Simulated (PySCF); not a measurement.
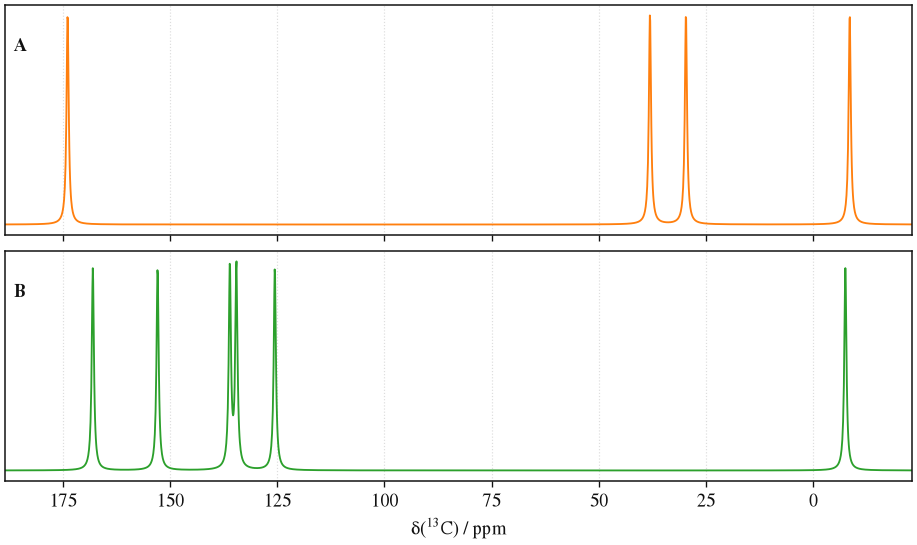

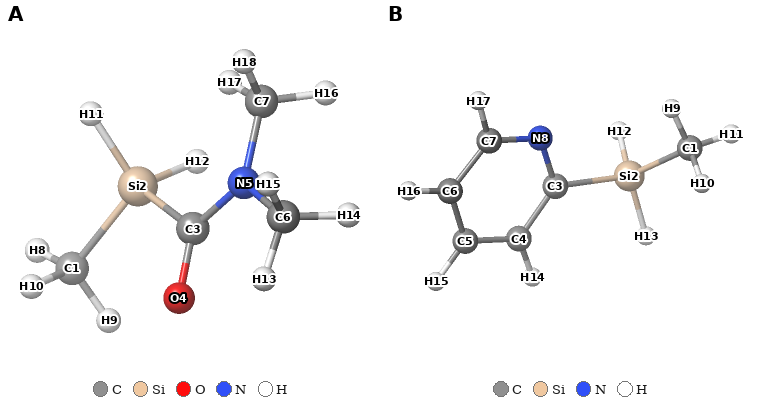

Related molecules: A is C₄H₁₁NOSi, SMILES C[SiH2]C(=O)N(C)C; B is C₆H₉NSi, SMILES C[SiH2]c1ccccn1. GIAO ¹³C shifts against TMS, PBE/pcSseg-1 with PySCF, at a PBE0-D3(BJ)/def2-SVP geometry (no frequency check); fully decoupled, line heights follow the number of nuclei within a panel, widths are arbitrary (no quadrupolar broadening); values of one conformer, averaged over nuclei that symmetry, rotation about single bonds or inversion at nitrogen exchange, these motions taken as fast; other conformers aren't averaged in.

Question: Assign the ¹³C signals of each molecule.

Answer: A: 173.9 (C3); 38.0 (C7); 29.7 (C6); −8.6 (C1)
B: 168.1 (C3); 152.9 (C7); 136.1 (C5); 134.6 (C4); 125.6 (C6); −7.5 (C1)

The order of signals that lie close, as those under 2 ppm apart, is within the error of the method.
